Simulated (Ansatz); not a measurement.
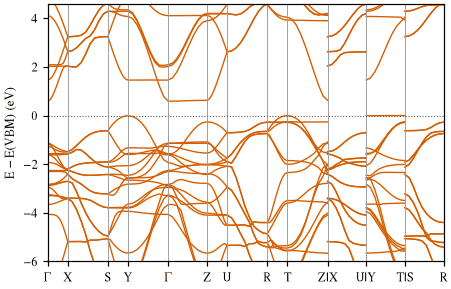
Fig. 1. Band structure from PBEsol (plane waves, PAW; program Ansatz)

Q: Read off the gap and where the band edges lie.

A: About 0.6 eV (0.59 eV by a search for the band edges); maximum at T, minimum at Γ.

The material is WO$_{3}$ in space group Pmma (No. 51; W on 2e, O on 2f, O on 2e, O on 2a).

The first step of the workflow began from a Materials Project structure, measured or hypothetical; the Crystallography Open Database copy checked does not list it. COD files the formula under space group No. 2, 14, 62, 129, 130, 191, so this cell is another polymorph or a model. Whether it is the stable phase at ambient conditions was not checked. The cell was relaxed with PBEsol under the symmetry of its start. At this level the phase is dynamically unstable (imaginary phonons). The run is not spin-polarised. No Hubbard U is applied. Spin–orbit coupling is left out wherever it is not named.

Potentials: the later of the program's two PAW sets.
